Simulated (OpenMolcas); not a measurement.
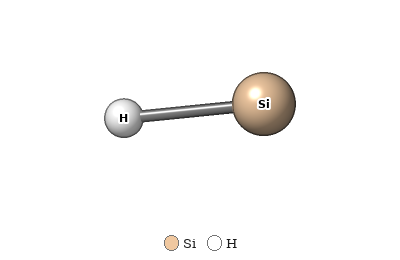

The molecule at the reference distance of 1.547 Å.

**Relativistic diatomic calculation: SiH (part 1 of 2)**

SiH. Computed at this level: SA-CASSCF(5,5)/XMS-CASPT2 + RASSI spin-orbit (X2C scalar, AMFI), ANO-RCC-VTZP (OpenMolcas).

Input file:
```
&GATEWAY
Coord
2
angstrom
Si 0.0 0.0 0.0
H 0.0 0.0 1.5470
Basis=ANO-RCC-VTZP
Group=XY
RX2C
AMFI
ANGMom
0.0 0.0 0.0
RICD
&SEWARD
&GUESSORB
&RASSCF
FileOrb=$CurrDir/o22.orb
Symmetry=2
Spin=2
nActEl=5 0 0
Inactive=3 2
RAS2=3 2
CIRoot=8 8 1
Linear
Iterations=120 100
OrbListing=Nothing
PRWF=0.15
>>COPY $Project.RasOrb $CurrDir/o22.orb
>>COPY $Project.rasscf.h5 $CurrDir/r22.h5
&CASPT2
XMultistate=all
Imaginary=0.2
IPEA=0.25
MaxIter=40
>>COPY $Project.JobMix JOB001
&RASSCF
CIOnly
FileOrb=$CurrDir/ref.orb
Symmetry=1
Spin=4
nActEl=5 0 0
Inactive=3 2
RAS2=3 2
CIRoot=2 2 1
Linear
Iterations=120 100
OrbListing=Nothing
PRWF=0.15
>>COPY $Project.RasOrb $CurrDir/o41.orb
>>COPY $Project.rasscf.h5 $CurrDir/r41.h5
&CASPT2
XMultistate=all
Imaginary=0.2
IPEA=0.25
MaxIter=40
>>COPY $Project.JobMix JOB002
&RASSCF
CIOnly
FileOrb=$CurrDir/ref.orb
Symmetry=1
Spin=2
nActEl=5 0 0
Inactive=3 2
RAS2=3 2
CIRoot=7 7 1
Linear
Iterations=120 100
OrbListing=Nothing
PRWF=0.15
>>COPY $Project.RasOrb $CurrDir/o21.orb
>>COPY $Project.rasscf.h5 $CurrDir/r21.h5
&CASPT2
XMultistate=all
Imaginary=0.2
IPEA=0.25
MaxIter=40
>>COPY $Project.JobMix JOB003
&RASSCF
CIOnly
FileOrb=$CurrDir/ref.orb
Symmetry=2
Spin=4
nActEl=5 0 0
Inactive=3 2
RAS2=3 2
CIRoot=2 2 1
Linear
Iterations=120 100
OrbListing=Nothing
PRWF=0.15
>>COPY $Project.RasOrb $CurrDir/o42.orb
>>COPY $Project.rasscf.h5 $CurrDir/r42.h5
&CASPT2
XMultistate=all
Imaginary=0.2
IPEA=0.25
MaxIter=40
>>COPY $Project.JobMix JOB004
&RASSI
Nr of JobIphs=4 8 2 7 2
1 2 3 4 5 6 7 8
1 2
1 2 3 4 5 6 7
1 2
SpinOrbit
EJob
Omega
MEES
MESO
Properties=4
'AngMom' 3 'Mltpl  1' 1 'Mltpl  1' 2 'Mltpl  1' 3
Thrs=1.0d-4
>>COPY $Project.rassi.h5 $CurrDir/so.h5
```

The first orbital files come from an earlier step.

Command:
```bash
pymolcas m.inp (one call a module block, same work directory)
```

Output (extracts):
```
++    Wave function specifications:
      Number of closed shell electrons          10
      Number of electrons in active shells       5
      Number of inactive orbitals                5
      Number of active orbitals                  5
      Number of secondary orbitals              38
      Spin quantum number                      0.5
      State symmetry                             2
++    Orbital specifications:
      Symmetry species                           1   2
                                                 a   b
      Frozen orbitals                            0   0
      Inactive orbitals                          3   2
      Active orbitals                            3   2
      RAS2 orbitals                              3   2
      Secondary orbitals                        20  18
      Number of basis functions                 26  22
      printout of CI-coefficients larger than  0.15 for root  1
      energy=    -290.042795
      conf/sym  111 22     Coeff  Weight
            11  022 u0  -0.98817 0.97647
      printout of CI-coefficients larger than  0.15 for root  2
      energy=    -290.042795
      conf/sym  111 22     Coeff  Weight
            12  022 0u  -0.98817 0.97647
      printout of CI-coefficients larger than  0.15 for root  3
      energy=    -289.791285
      conf/sym  111 22     Coeff  Weight
             5  u2d u0  -0.77455 0.59993
            15  u2u d0   0.62002 0.38443
      printout of CI-coefficients larger than  0.15 for root  4
      energy=    -289.791285
      conf/sym  111 22     Coeff  Weight
             6  u2d 0u  -0.77455 0.59993
            16  u2u 0d   0.62002 0.38443
      printout of CI-coefficients larger than  0.15 for root  5
      energy=    -289.762977
      conf/sym  111 22     Coeff  Weight
            15  u2u d0   0.19112 0.03653
            24  020 u2  -0.92026 0.84689
            30  002 u2   0.18615 0.03465
            36  0uu d2  -0.18837 0.03548
      printout of CI-coefficients larger than  0.15 for root  6
      energy=    -289.762977
      conf/sym  111 22     Coeff  Weight
            16  u2u 0d   0.19112 0.03653
            23  020 2u   0.92026 0.84689
            29  002 2u  -0.18615 0.03465
            35  0uu 2d   0.18837 0.03548
      printout of CI-coefficients larger than  0.15 for root  7
      energy=    -289.755575
      conf/sym  111 22     Coeff  Weight
             5  u2d u0   0.60515 0.36621
            15  u2u d0   0.72761 0.52942
            17  uu2 d0  -0.18106 0.03278
            24  020 u2   0.21961 0.04823
      printout of CI-coefficients larger than  0.15 for root  8
      energy=    -289.755575
      conf/sym  111 22     Coeff  Weight
             6  u2d 0u   0.60515 0.36621
            16  u2u 0d   0.72761 0.52942
            18  uu2 0d  -0.18106 0.03278
            23  020 2u  -0.21961 0.04823
      Natural orbitals and occupation numbers for root  1
      sym 1:   0.000976   1.998502   1.956415
      sym 2:   1.000000   0.044108
      Natural orbitals and occupation numbers for root  2
      sym 1:   0.000976   1.998502   1.956415
      sym 2:   0.044108   1.000000
      Natural orbitals and occupation numbers for root  3
      sym 1:   1.036977   1.980867   0.959176
      sym 2:   1.000000   0.022980
      Natural orbitals and occupation numbers for root  4
      sym 1:   1.036977   1.980867   0.959176
      sym 2:   0.022980   1.000000
      Natural orbitals and occupation numbers for root  5
      sym 1:   0.052916   1.882141   0.186089
      sym 2:   1.000000   1.878854
      Natural orbitals and occupation numbers for root  6
      sym 1:   0.052916   1.882141   0.186089
      sym 2:   1.878854   1.000000
      Natural orbitals and occupation numbers for root  7
      sym 1:   0.945775   1.963256   0.961716
      sym 2:   1.000000   0.129253
      Natural orbitals and occupation numbers for root  8
      sym 1:   0.945775   1.963256   0.961716
      sym 2:   0.129253   1.000000
      RASSCF energy for state  8                   -289.75557548
::    RASSCF root number  1 Total energy:   -290.04279530
::    RASSCF root number  2 Total energy:   -290.04279530
::    RASSCF root number  3 Total energy:   -289.79128455
::    RASSCF root number  4 Total energy:   -289.79128455
::    RASSCF root number  5 Total energy:   -289.76297722
::    RASSCF root number  6 Total energy:   -289.76297722
::    RASSCF root number  7 Total energy:   -289.75557548
::    RASSCF root number  8 Total energy:   -289.75557548
      Von Neumann Entropy (Root   1) =  0.65890
++    Wave function specifications:
      Number of closed shell electrons           6
      Number of electrons in active shells       5
      Number of inactive orbitals                3
      Number of active orbitals                  5
      Number of secondary orbitals              38
      Spin quantum number                      0.5
      State symmetry                             2
      Number of CSFs                            36
      Number of CASSCF root(s) available         8
      CASPT2 state passed to geometry opt.       8
      A file JOBMIX will be created
      This is a MULTI-STATE CASSCF reference
      Number of CI roots used                    8
      These are:                                 1   2   3   4   5   6   7   8
      Off-diagonal elements of Heff are computed
  FINAL CASPT2 RESULT:
      Reference energy:        -290.0427953034
      E2 (Non-variational):      -0.1090332594
      Shift correction:          -0.0021180252
      E2 (Variational):          -0.1111512846
      Total energy:            -290.1539465880
      Reference weight:           0.94187
  FINAL CASPT2 RESULT:
      Reference energy:        -290.0427953034
      E2 (Non-variational):      -0.1090332623
      Shift correction:          -0.0021180257
      E2 (Variational):          -0.1111512880
      Total energy:            -290.1539465914
      Reference weight:           0.94187
  FINAL CASPT2 RESULT:
      Reference energy:        -289.7912845462
      E2 (Non-variational):      -0.0936835832
      Shift correction:          -0.0031706489
      E2 (Variational):          -0.0968542321
      Total energy:            -289.8881387783
      Reference weight:           0.94084
  FINAL CASPT2 RESULT:
      Reference energy:        -289.7912845462
      E2 (Non-variational):      -0.0936835945
      Shift correction:          -0.0031706501
      E2 (Variational):          -0.0968542446
      Total energy:            -289.8881387908
      Reference weight:           0.94084
  FINAL CASPT2 RESULT:
      Reference energy:        -289.7629772220
      E2 (Non-variational):      -0.1226926634
      Shift correction:          -0.0073023452
      E2 (Variational):          -0.1299950086
      Total energy:            -289.8929722306
      Reference weight:           0.90600
  FINAL CASPT2 RESULT:
      Reference energy:        -289.7629772220
      E2 (Non-variational):      -0.1226926598
      Shift correction:          -0.0073023254
      E2 (Variational):          -0.1299949852
      Total energy:            -289.8929722072
      Reference weight:           0.90600
  FINAL CASPT2 RESULT:
      Reference energy:        -289.7555754783
      E2 (Non-variational):      -0.1001795010
      Shift correction:          -0.0030730886
      E2 (Variational):          -0.1032525896
      Total energy:            -289.8588280679
      Reference weight:           0.93622
  FINAL CASPT2 RESULT:
      Reference energy:        -289.7555754783
      E2 (Non-variational):      -0.1001795088
      Shift correction:          -0.0030730893
      E2 (Variational):          -0.1032525981
      Total energy:            -289.8588280763
      Reference weight:           0.93622
       Total XMS-CASPT2 energies:
::    XMS-CASPT2 Root  1     Total energy:   -290.15362344
::    XMS-CASPT2 Root  2     Total energy:   -290.15362344
::    XMS-CASPT2 Root  3     Total energy:   -289.89308394
::    XMS-CASPT2 Root  4     Total energy:   -289.89308391
::    XMS-CASPT2 Root  5     Total energy:   -289.88721270
::    XMS-CASPT2 Root  6     Total energy:   -289.88721269
::    XMS-CASPT2 Root  7     Total energy:   -289.85996561
::    XMS-CASPT2 Root  8     Total energy:   -289.85996560
++    Wave function specifications:
      Number of closed shell electrons          10
      Number of electrons in active shells       5
      Number of inactive orbitals                5
      Number of active orbitals                  5
      Number of secondary orbitals              38
      Spin quantum number                      1.5
      State symmetry                             1
      printout of CI-coefficients larger than  0.15 for root  1
      energy=    -289.998577
      conf/sym  111 22     Coeff  Weight
             5  02u uu   0.97311 0.94695
             8  0u2 uu   0.22669 0.05139
      printout of CI-coefficients larger than  0.15 for root  2
      energy=    -289.773946
      conf/sym  111 22     Coeff  Weight
             2  u20 uu  -0.17416 0.03033
             5  02u uu   0.22128 0.04896
             8  0u2 uu  -0.95517 0.91236
      Natural orbitals and occupation numbers for root  1
      sym 1:   0.001386   1.998558   1.000056
      sym 2:   1.000000   1.000000
      Natural orbitals and occupation numbers for root  2
      sym 1:   0.028529   1.023618   1.947852
      sym 2:   1.000000   1.000000
      RASSCF energy for state  2                   -289.77394558
::    RASSCF root number  1 Total energy:   -289.99857690
::    RASSCF root number  2 Total energy:   -289.77394558
      Von Neumann Entropy (Root   1) =  1.50830
++    Wave function specifications:
      Number of closed shell electrons           6
      Number of electrons in active shells       5
      Number of inactive orbitals                3
      Number of active orbitals                  5
      Number of secondary orbitals              38
      Spin quantum number                      1.5
      State symmetry                             1
      Number of CSFs                            12
      Number of CASSCF root(s) available         2
      CASPT2 state passed to geometry opt.       2
      A file JOBMIX will be created
      This is a MULTI-STATE CASSCF reference
      Number of CI roots used                    2
      These are:                                 1   2
      Off-diagonal elements of Heff are computed
  FINAL CASPT2 RESULT:
      Reference energy:        -289.9985768953
      E2 (Non-variational):      -0.0917599980
      Shift correction:          -0.0016929350
      E2 (Variational):          -0.0934529330
      Total energy:            -290.0920298283
      Reference weight:           0.95136
  FINAL CASPT2 RESULT:
      Reference energy:        -289.7739455739
      E2 (Non-variational):      -0.1220041790
      Shift correction:          -0.0094615281
      E2 (Variational):          -0.1314657070
      Total energy:            -289.9054112809
      Reference weight:           0.89656
       Total XMS-CASPT2 energies:
::    XMS-CASPT2 Root  1     Total energy:   -290.09062297
::    XMS-CASPT2 Root  2     Total energy:   -289.90681814
++    Wave function specifications:
      Number of closed shell electrons          10
      Number of electrons in active shells       5
      Number of inactive orbitals                5
      Number of active orbitals                  5
      Number of secondary orbitals              38
      Spin quantum number                      0.5
      State symmetry                             1
      printout of CI-coefficients larger than  0.15 for root  1
      energy=    -289.917623
      conf/sym  111 22     Coeff  Weight
            21  02u du   0.49751 0.24752
            22  02u ud   0.86171 0.74255
      printout of CI-coefficients larger than  0.15 for root  2
      energy=    -289.917623
      conf/sym  111 22     Coeff  Weight
            20  02u 20  -0.70359 0.49503
            23  02u 02   0.70359 0.49503
      printout of CI-coefficients larger than  0.15 for root  3
      energy=    -289.898876
      conf/sym  111 22     Coeff  Weight
            21  02u du   0.85677 0.73405
            22  02u ud  -0.49465 0.24468
      printout of CI-coefficients larger than  0.15 for root  4
      energy=    -289.890713
      conf/sym  111 22     Coeff  Weight
             3  u22 00  -0.15662 0.02453
            20  02u 20   0.68905 0.47479
            23  02u 02   0.68905 0.47479
      printout of CI-coefficients larger than  0.15 for root  5
      energy=    -289.875296
      conf/sym  111 22     Coeff  Weight
             3  u22 00  -0.96803 0.93708
      printout of CI-coefficients larger than  0.15 for root  6
      energy=    -289.686437
      conf/sym  111 22     Coeff  Weight
             8  u20 20   0.17032 0.02901
            11  u20 02  -0.17032 0.02901
            32  0u2 20   0.68027 0.46277
            35  0u2 02  -0.68027 0.46277
      printout of CI-coefficients larger than  0.15 for root  7
      energy=    -289.686437
      conf/sym  111 22     Coeff  Weight
            10  u20 ud   0.20860 0.04351
            33  0u2 du   0.48102 0.23138
            34  0u2 ud   0.83316 0.69415
      Natural orbitals and occupation numbers for root  1
      sym 1:   0.001381   1.998624   0.999996
      sym 2:   1.000000   1.000000
      Natural orbitals and occupation numbers for root  2
      sym 1:   0.001381   1.998624   0.999996
      sym 2:   1.000000   1.000000
      Natural orbitals and occupation numbers for root  3
      sym 1:   0.003009   1.996657   1.000334
      sym 2:   1.000000   1.000000
      Natural orbitals and occupation numbers for root  4
      sym 1:   0.027543   1.966501   1.015494
      sym 2:   0.995231   0.995231
      Natural orbitals and occupation numbers for root  5
      sym 1:   0.973057   1.982548   1.922165
      sym 2:   0.061115   0.061115
      Natural orbitals and occupation numbers for root  6
      sym 1:   0.056720   1.055532   1.887748
      sym 2:   1.000000   1.000000
      Natural orbitals and occupation numbers for root  7
      sym 1:   0.056720   1.055532   1.887748
      sym 2:   1.000000   1.000000
      RASSCF energy for state  7                   -289.68643689
::    RASSCF root number  1 Total energy:   -289.91762304
::    RASSCF root number  2 Total energy:   -289.91762304
::    RASSCF root number  3 Total energy:   -289.89887641
::    RASSCF root number  4 Total energy:   -289.89071337
::    RASSCF root number  5 Total energy:   -289.87529620
::    RASSCF root number  6 Total energy:   -289.68643689
::    RASSCF root number  7 Total energy:   -289.68643689
      Von Neumann Entropy (Root   1) =  1.50824
++    Wave function specifications:
      Number of closed shell electrons           6
      Number of electrons in active shells       5
      Number of inactive orbitals                3
      Number of active orbitals                  5
      Number of secondary orbitals              38
      Spin quantum number                      0.5
      State symmetry                             1
      Number of CSFs                            39
      Number of CASSCF root(s) available         7
      CASPT2 state passed to geometry opt.       7
      A file JOBMIX will be created
      This is a MULTI-STATE CASSCF reference
      Number of CI roots used                    7
      These are:                                 1   2   3   4   5   6   7
      Off-diagonal elements of Heff are computed
  FINAL CASPT2 RESULT:
      Reference energy:        -289.9176230358
      E2 (Non-variational):      -0.1169134998
      Shift correction:          -0.0039236195
      E2 (Variational):          -0.1208371193
      Total energy:            -290.0384601551
      Reference weight:           0.92650
  FINAL CASPT2 RESULT:
      Reference energy:        -289.9176230358
      E2 (Non-variational):      -0.1168724560
      Shift correction:          -0.0039186215
      E2 (Variational):          -0.1207910775
      Total energy:   SPIN-FREE ENERGIES:
  (Shifted by EMIN (a.u.) =       -290.1536234411)
 SF State       Relative EMIN(au)   Rel lowest level(eV)    D:o, cm**(-1)      Abs_M
     1             0.0000000000        0.0000000000              0.0000         1.0
     2             0.0000000024        0.0000000646              0.0005         1.0
     9             0.0630004723        1.7143301854          13827.0054         0.0
    11             0.1148692539        3.1257516357          25210.8872         2.0
    12             0.1149168332        3.1270463355          25221.3296         2.0
    13             0.1300588636        3.5390819727          28544.6211         0.0
    14             0.1463853805        3.9833491292          32127.8774         0.0
    15             0.1733664754        4.7175421241          38049.5433         0.0
    10             0.2468053006        6.7159143617          54167.5024         0.0
    18             0.2508753444        6.8266658952          55060.7737         1.0
    19             0.2508753663        6.8266664929          55060.7785         1.0
     3             0.2605395049        7.0896410990          57181.8118         1.0
     4             0.2605395270        7.0896417009          57181.8166         1.0
     5             0.2664107363        7.2494054443          58470.3981         1.0
     6             0.2664107497        7.2494058100          58470.4011         1.0
     7             0.2936578352        7.9908367786          64450.4451         1.0
     8             0.2936578425        7.9908369758          64450.4467         1.0
    16             0.3217966577        8.7565331445          70626.2028         2.0
    17             0.3219609503        8.7610037752          70662.2609         2.0
```

(Continued in part 2.) Outcome of the run: converged; components of a degenerate state are split by 36 cm⁻¹.
